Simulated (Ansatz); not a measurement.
Cost and result by functional for the adsorption energy of F on the 1x1 (110) surface of bcc Mo, one in a 2x2 cell, started at the site 'hollow Mo-Mo-Mo', in Ansatz (plane waves, PAW). Single points on the PBE structure, on one kind of machine; costs are rough ratios of the slab run's core time (references not counted) to the cheapest single point. r2SCAN's cost holds its higher cutoff (500 against 420 eV). Differences are taken against r2SCAN for comparison alone: no measured value is at hand, so the table doesn't rank accuracy.

Model: 17-atom slab, 6.5 Å thick at the start under the adsorbate (thin: gaps and levels are the slab's own), 6x6x1 mesh, Fermi-Dirac 0.1 eV, dipole correction, 8 atoms held, the rest relaxed; symmetry of the start imposed; no spin, no spin-orbit, no U, no dispersion correction. At the end it is bonded to 3 Mo. In PBE it is, or lies within 0.03 eV of, the lowest of the starts that converged. These notes are the PBE run's. Adsorption energies are against ½ F2(g). A negative adsorption energy means that the adsorbate is more stable on the surface than in its reference.

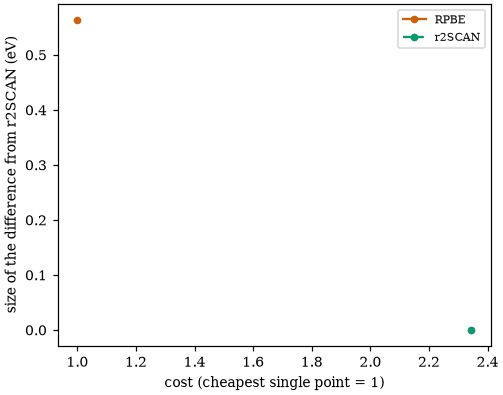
Figure: Difference from r2SCAN against cost

| functional | relative cost | adsorption energy (eV) | less r2SCAN (eV) |
|---|---|---|---|
| RPBE | 1 | -3.72 | 0.56 |
| r2SCAN | 2 | -4.28 | 0.00 |
| PBE (the relaxed run's value) | – | -3.92 | 0.36 |

The values span 0.56 eV, while the single points' costs differ by a factor of roughly 2. Differences are of unrounded values.

Ansatz is a first-principles code.
